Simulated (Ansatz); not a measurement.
**HfB: response to strain**

Aim: deform HfB (equal xx and yy strain of +1 %) and compute stress, forces and field gradients with LAPW, PAW and all-electron datasets made for the crystal.

Computed with Ansatz 0.2.0 (DFT LDA, scalar-relativistic, unless a step's input says otherwise).

### 1 Starting point

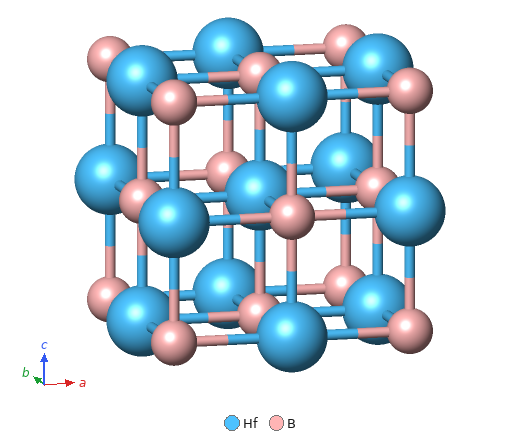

The starting structure, seen slightly off an axis (hafnium blue, boron pink). Atoms on the faces are drawn again on the opposite ones. The cell drawn here is the conventional one.

Coordinates:

```
CELL_PARAMETERS angstrom
0.00000 2.31000 2.31000
2.31000 0.00000 2.31000
2.31000 2.31000 0.00000
ATOMIC_POSITIONS crystal
Hf 0.50000 0.50000 0.50000
B 0.00000 0.00000 0.00000
```

Atoms are numbered in the order of the input: Hf1, B2.

### 2 After the deformation

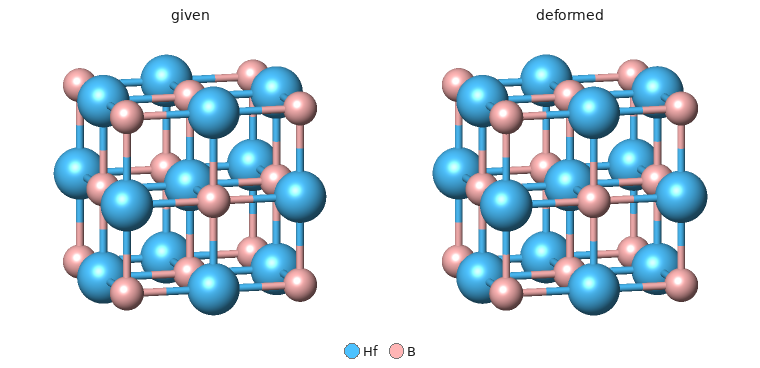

Given and deformed, at one scale.

Space group Fm-3m before, I4/mmm after.

### 3 Full-potential LAPW

input.yaml reads:

```yaml
crystal:
  lattice:
    - [0.0, 2.3331, 2.31]
    - [2.3331, 0.0, 2.31]
    - [2.3331, 2.3331, 0.0]
  atoms:
    - { symbol: Hf, position: [0.5, 0.5, 0.5] }
    - { symbol: B, position: [0.0, 0.0, 0.0] }
kpoints:
  mp_grid: { grid: [15, 15, 15] }
  band_path:
    path:
      - [0.0, 0.0, 0.0]
      - [0.0, 0.5, 0.5]
      - [0.25, 0.75, 0.5]
      - [0.0, 0.5, 0.0]
      - [0.0, 0.0, 0.0]
      - [0.5, 0.5, 0.0]
      - [0.3775125, 0.6224875, 0.0]
      - [-0.3775125, 0.3775125, 0.0]
      - [0.0, 0.0, 0.0]
    npoints: 5
scf:
  occupations: { method: fermi_dirac, width: 0.05 }
hamiltonian:
  xc: lda
  pseudopotentials: { kind: all_electron, lapw: { basis_error: 0.00025 } }
output:
  forces: true
  stress: true
  eigenvalues: true
```

On the command line:

```sh
ansatz run input.yaml --threads 1 --pin off --max-ram 3072MiB --backend cpu --events-out ev --progress --plain --runs-dir out
```

Standard output (excerpt; [...] marks lines left out):

```text
LAPW: plane waves up to 9.363 Å⁻¹, error target 2.5e-4 eV per atom; small_component_spin mean_spin; B in spheres of 0.916 Å, 5 of its electrons in bands, Dirac shells []; Hf in spheres of 1.394 Å, 42 of its electrons in bands, Dirac shells []
[...]
Pseudopotentials: kind: all_electron
Pseudopotential: Hf, LAPW, valence charge 42, Koelling and Harmon's equation, gaussian nucleus
Pseudopotential: B, LAPW, valence charge 5, Koelling and Harmon's equation, gaussian nucleus
Functional definition: SPW92
[...]
Crystal: 2 atoms, lattice volume = 25.148 Å³
Basis set: ecut = 334.0227537263099 eV, 339 PW (Γ), exchange–correlation at level 2
Bands: 29, of which v1, the nominal top of the filled ones, is band 24 counted from 1 (23 counted from 0)
Symmetry: 16 space group operations
Space group: I4/mmm (ITA 139), of the structure as read, at distance tolerance 2.9e-5 Å
k-points: 288 of 3375
[...]
SCF iter   1: F=—  HF=-410677.750726 eV  |F-HF|=—  |Δ(HF+E_count)|=         —  Δρ=7.94e-2  dr2=2.25e0  ethr=4.79e-3  ⟨swp⟩=2.0  Hψ=50697  notcnv=0
[...]
the basis was enlarged: its passes take 708.6 KiB over the memory plan, 1 of 1 planned eigensolver slots
[...]
SCF iter   9: F=-410676.789032 eV  HF=-410676.789032 eV  |F-HF|=4.54e-9  |Δ(HF+E_count)|=   7.35e-8  Δρ=7.09e-6  dr2=9.11e-9  ethr=8.44e-10  ⟨swp⟩=3.0  Hψ=24669  notcnv=0
[...]
NSCF: frozen V_eff on 41 k-points
SCF converged after 9 iterations
Free energy (F): -410676.789032 eV
[...]
E sigma→0 (E₀):  -410676.785052 eV
Entropy (-TS):   -0.007961 eV (-3.980 meV/atom)
Fermi energy:    19.330162 eV
[...]
--- Forces (eV/Å), atoms counted from 1 ---
  atom   1  Hf     0.00000000     0.00000000     0.00000000
  atom   2  B     -0.00000000     0.00000000     0.00000000
[...]
--- Stress (GPa, compression-positive) ---
       11.843057       0.000000       0.000000
        0.000000      11.843057       0.000000
        0.000000       0.000000      16.439025
  P = ⅓ Tr σ = 13.3750 GPa (133.750 kbar)
--- Band table (eV; the first three rows and the last of 288) ---
[...]
```

Run time: 76 s. Hardware: 1 thread of Arm Neoverse V1, shared host; peak memory 0.94 GiB.

Read from it: pressure 13.38 GPa; no gap.

### 4 PAW with frozen cores

input.yaml reads:

```yaml
crystal:
  lattice:
    - [0.0, 2.3331, 2.31]
    - [2.3331, 0.0, 2.31]
    - [2.3331, 2.3331, 0.0]
  atoms:
    - { symbol: Hf, position: [0.5, 0.5, 0.5] }
    - { symbol: B, position: [0.0, 0.0, 0.0] }
kpoints:
  mp_grid: { grid: [15, 15, 15] }
scf:
  occupations: { method: fermi_dirac, width: 0.05 }
hamiltonian:
  xc: lda
  pseudopotentials: { kind: paw }
output:
  forces: true
  stress: true
  eigenvalues: true
  efg: { contact_densities: true }
  write_density: true
  write_potential: true
  elf: true
  volumetric_format: npy
```

On the command line:

```sh
ansatz run input.yaml --threads 1 --pin off --max-ram 3072MiB --backend cpu --events-out ev --progress --plain --runs-dir out
```

Standard output (excerpt; [...] marks lines left out):

```text
Hf: output.efg is read without spin–orbit coupling, which moves field gradients at and beside such atoms by some per cent and up to a factor of two; PAW files take it under magnetization.noncollinear and magnetization.spin_orbit
[...]
Pseudopotentials: kind: paw
Pseudopotential: Hf, paw, valence charge 26, recommended cutoff 420 eV (normal)
Pseudopotential: B, paw, valence charge 3, recommended cutoff 420 eV (normal)
Functional definition: SPW92
[...]
Crystal: 2 atoms, lattice volume = 25.148 Å³
Basis set: ecut = 420 eV, 531 PW (Γ)
Bands: 19, of which v1, the nominal top of the filled ones, is band 15 counted from 1 (14 counted from 0)
Symmetry: 16 space group operations
Space group: I4/mmm (ITA 139), of the structure as read, at distance tolerance 2.9e-5 Å
k-points: 288 of 3375
[...]
  atom   1  Hf     0.00000000     0.00000000     0.00000000
  atom   2  B      0.00000000     0.00000000    -0.00000000
[...]
--- Stress (GPa, compression-positive) ---
       11.802656       0.000000       0.000000
        0.000000      11.802656       0.000000
        0.000000       0.000000      16.396264
  P = ⅓ Tr σ = 13.3339 GPa (133.339 kbar)
--- PAW observables at the nuclei: V_zz in 10²¹ V/m², potentials from the cell's mean, atoms counted from 1 ---
  atom   1  Hf V_zz =    -1.936636   η = 0.0000   by run symmetry: allowed
            electrostatic potential = -14185.085460 V   contact ρ = 7500205.177403 e/Å³
  atom   2  B  V_zz =    -0.024957   η = 0.0000   by run symmetry: allowed
            electrostatic potential = -337.523199 V   contact ρ = 478.048361 e/Å³
--- Band table (eV; the first three rows and the last of 288) ---
  k-point 0: bands = ["-41.0449", "-9.5547", "-9.5525", "-9.5525", "8.9139", "8.9176", "8.9176", "8.9190", "9.0010", "9.0010", "9.0023", "9.5331", "20.9622", "20.9622", "21.0788", "22.8874", "22.8874", "22.9149", "22.9563"]
[...]
```

It took 12 s on 1 thread of Arm Neoverse V1, shared host; peak memory 0.46 GiB.

Read from it: pressure 13.33 GPa; no gap; Vzz Hf1 -1.94 (η = 0.00), B2 -0.02 (η = 0.00) (10²¹ V/m²).

The fields are shown in the conventional cell of this run's space group, carried over from its grid by interpolation.

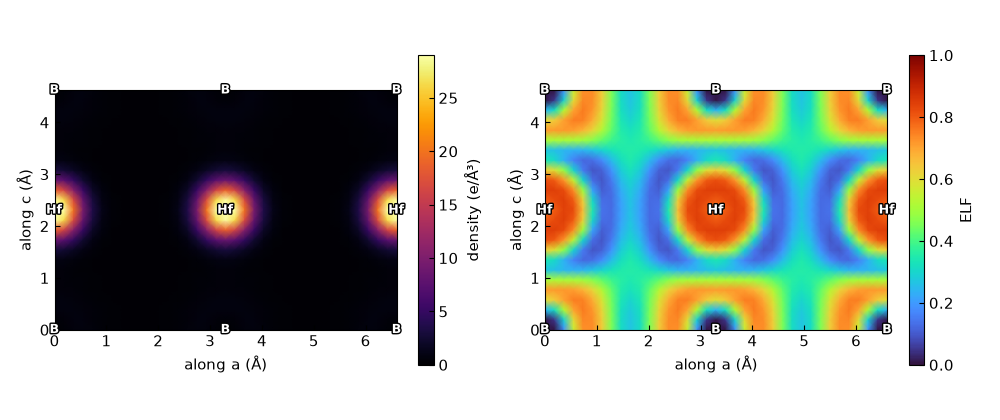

Density (left) and ELF (right) in a lattice plane of the grid's cell (edges 3.30 and 4.62 Å, at 0.000 of the third edge), which holds Hf and B. Only atoms in the plane are labelled; the density scale stops at 29.00 e/Å³. Both are smooth fields of the valence electrons: close to the nuclei they are not physical.

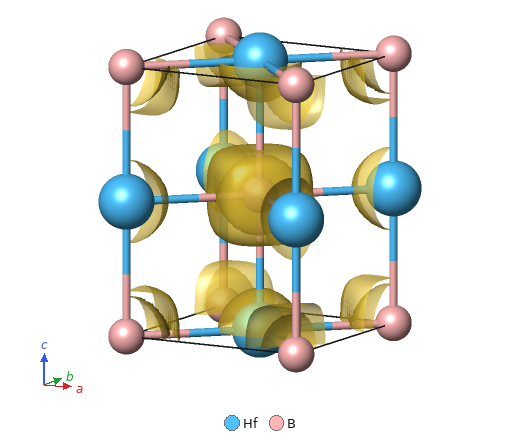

Surface of ELF = 0.70, drawn in one cell.

Maxima of ELF outside the ion cores: 0.76 beside B, off the lines to its neighbours, 0.8 Å from B.

### 5 Datasets made for this crystal

Changes to input.yaml since step 4:

```diff
@@ -14,3 +14,3 @@
   xc: lda
-  pseudopotentials: { kind: paw }
+  pseudopotentials: { kind: all_electron, datasets: crystal }
 output:
@@ -20,5 +20 @@
   efg: { contact_densities: true }
-  write_density: true
-  write_potential: true
-  elf: true
-  volumetric_format: npy
```

On the command line:

```sh
ansatz run input.yaml --threads 1 --pin off --max-ram 3072MiB --backend cpu --events-out ev --progress --plain --runs-dir out
```

Standard output (excerpt; [...] marks lines left out):

```text
[...]
Hf: output.efg is read without spin–orbit coupling, which moves field gradients at and beside such atoms by some per cent and up to a factor of two; PAW files take it under magnetization.noncollinear and magnetization.spin_orbit
[...]
Pseudopotentials: kind: all_electron
Pseudopotential: Hf, paw, valence charge 26, recommended cutoff 400 eV (normal), Koelling and Harmon's equation, gaussian nucleus
Pseudopotential: B, paw, valence charge 3, recommended cutoff 400 eV (normal), Koelling and Harmon's equation, gaussian nucleus
Functional definition: SPW92
[...]
Crystal: 2 atoms, lattice volume = 25.148 Å³
Basis set: ecut = 400 eV, 459 PW (Γ)
Bands: 19, of which v1, the nominal top of the filled ones, is band 15 counted from 1 (14 counted from 0)
Symmetry: 16 space group operations
Space group: I4/mmm (ITA 139), of the structure as read, at distance tolerance 2.9e-5 Å
[...]
  atom   1  Hf     0.00000000    -0.00000000    -0.00000000
  atom   2  B      0.00000000     0.00000000     0.00000000
[...]
--- Stress (GPa, compression-positive) ---
       11.843433       0.000000       0.000000
        0.000000      11.843433       0.000000
        0.000000      -0.000000      16.439493
  P = ⅓ Tr σ = 13.3755 GPa (133.755 kbar)
--- PAW observables at the nuclei: V_zz in 10²¹ V/m², potentials from the cell's mean, atoms counted from 1 ---
  atom   1  Hf V_zz =    -1.988363   η = 0.0000   by run symmetry: allowed
            electrostatic potential = -14179.213215 V   contact ρ = 7496553.158493 e/Å³
  atom   2  B  V_zz =    -0.024994   η = 0.0000   by run symmetry: allowed
            electrostatic potential = -335.486405 V   contact ρ = 478.081109 e/Å³
--- Band table (eV; the first three rows and the last of 288) ---
  k-point 0: bands = ["-40.6607", "-9.1720", "-9.1696", "-9.1696", "9.3077", "9.3106", "9.3106", "9.3119", "9.3945", "9.3945", "9.3958", "9.9134", "21.3405", "21.3405", "21.4572", "23.2710", "23.2710"]
[...]
```

It took 34 s on 1 thread of Arm Neoverse V1, shared host; peak memory 0.83 GiB.

This run gives: pressure 13.38 GPa; no gap; Vzz Hf1 -1.99 (η = 0.00), B2 -0.02 (η = 0.00) (10²¹ V/m²).

### 6 Side by side

Stress (GPa, compression positive):

| method | xx | yy | zz | yz | xz | xy |
| --- | --- | --- | --- | --- | --- | --- |
| LAPW | 11.84 | 11.84 | 16.44 | 0.00 | 0.00 | 0.00 |
| PAW | 11.80 | 11.80 | 16.40 | 0.00 | 0.00 | 0.00 |
| crystal datasets | 11.84 | 11.84 | 16.44 | 0.00 | 0.00 | 0.00 |

| method | pressure (GPa) | Vzz Hf1 (10²¹ V/m²) | Vzz B2 (10²¹ V/m²) | SCF cycles, all passes |
| --- | --- | --- | --- | --- |
| LAPW | 13.38 | – | – | 9 |
| PAW | 13.33 | -1.94 | -0.02 | 6 |
| crystal datasets | 13.38 | -1.99 | -0.02 | 9 |

### 7 Summary of results

| quantity | value |
| --- | --- |
| pressure | LAPW 13.38, PAW 13.33, crystal datasets 13.38 GPa |
| largest shear or deviatoric stress (LAPW) | 3.06 GPa |

What this shows: The largest part of the stress beyond the pressure is 3.06 GPa in size, in the zz component; the atoms are carried along and not relaxed. No run of the undeformed cell stands beside it, so the pressure holds what the given cell had before the change. PAW: stress within 0.04 GPa of LAPW. Crystal datasets: stress within 0.01 GPa of LAPW. Spin-orbit coupling is left out, though the cell holds Hf; in elements this heavy it can shift bands and gaps by tenths of an eV.
